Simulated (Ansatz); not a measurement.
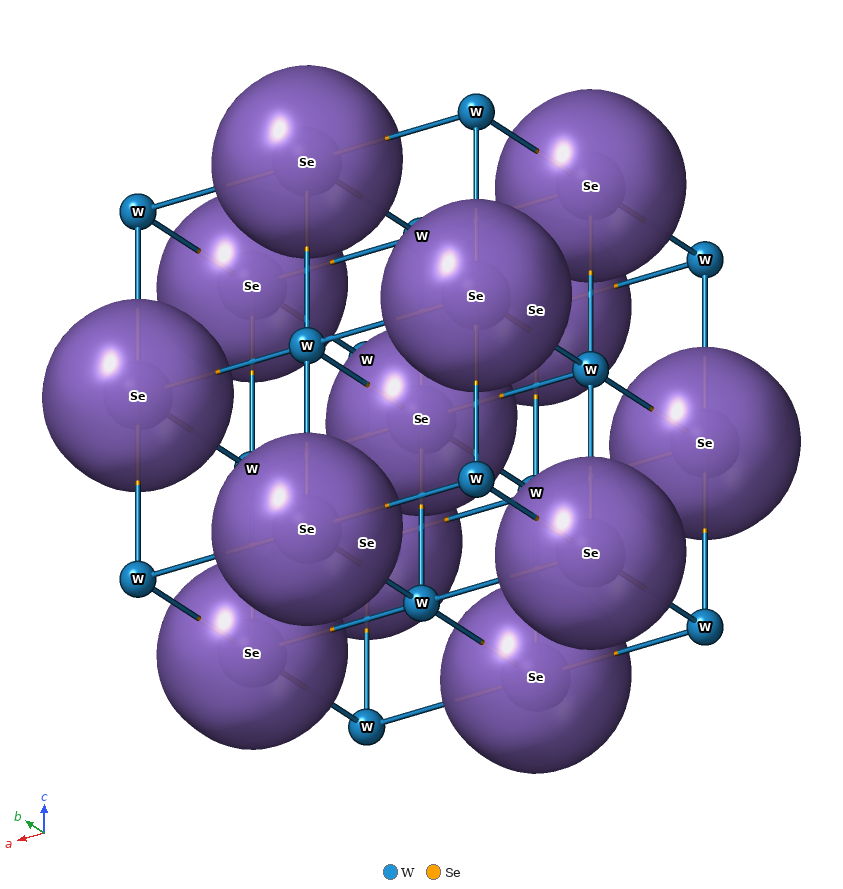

*WSe. Isosurface of the ELF at 0.55 (purple), seen at an oblique angle. Only the valence region is drawn (cores and ρ < 0.01 e/Å³ removed). Sticks mark near contacts.*

Space group Fm-3m; started from the rock salt prototype, which need not be the ambient phase; Hubbard U of 6.2 eV on W d only; spin-polarised.

Method: DFT r2SCAN+U, scalar-relativistic, plane waves, PAW in Ansatz.

In a PAW calculation such maps are meaningful between the atoms, not at the nuclei.

```
W Se
1.0
     5.70601    0.00000    0.00000
     0.00000    5.70601    0.00000
     0.00000    0.00000    5.70601
W Se
4 4
Cartesian
  0.0000 0.0000 0.0000
  2.8530 2.8530 0.0000
  2.8530 0.0000 2.8530
  0.0000 2.8530 2.8530
  2.8530 0.0000 0.0000
  0.0000 2.8530 0.0000
  0.0000 0.0000 2.8530
  2.8530 2.8530 2.8530
```

**Describe the localisation domains.**

The surface consists of four regions wrapped around Se (the valence shell of each), counted in one cell of 8 atoms. Any copies at cell faces, edges or corners count once. Along the contacts the grid gives the following. W–Se (2.85 Å): the ELF is about 0.45 at the midpoint.
